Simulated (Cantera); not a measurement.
Input: 1 mol AlCl₃, 1.1 mol H₂O, 1.6 mol H₂, 0.82 mol HCl, held at 1000 Pa.

Cantera equilibrium calculation (NASA polynomials, part measured and part estimated; ideal gas, pure solids and liquids). Candidate condensed phases: Al, AlCl₃, Al₂O₃, H₂O; 29 gas species. The tables' values for AlCl₂ are old estimates; treat these amounts as uncertain. Kinetics and transport are ignored.

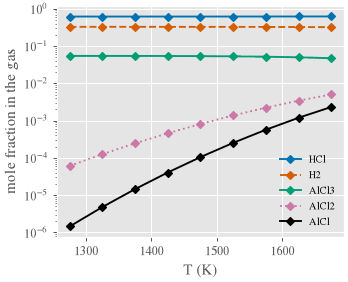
Equilibrium gas composition (values under 1e-9 drawn at 1e-9)

From 1275 K to 1675 K the condensed part is Al₂O₃(s). The main Al-bearing gas is AlCl₃ throughout.
